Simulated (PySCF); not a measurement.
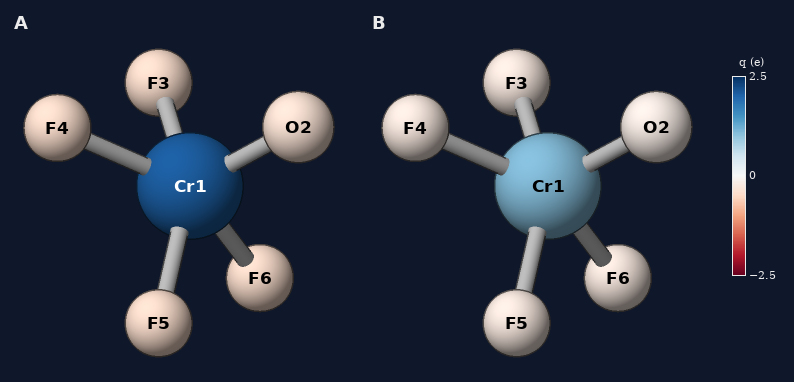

Atomic charges of one calculation by 2 schemes, on one colour scale. Charge 0, singlet. The geometry was computed by an optimisation with PBE/def2-SVP. Level of theory: PBE/def2-SVP (PySCF 2.14.0).

The schemes are Mulliken, atomic polar tensor. Which panel shows which?

A atomic polar tensor, B Mulliken.

List the charges (e), one line for each set of equivalent atoms.

```tsv
atom	atomic polar tensor	Mulliken
Cr1	2.06	1.08
O2	−0.35	−0.16
F3, F4, F5…	−0.43	−0.23
```

The search tried a few shapes and spins; others may lie lower.
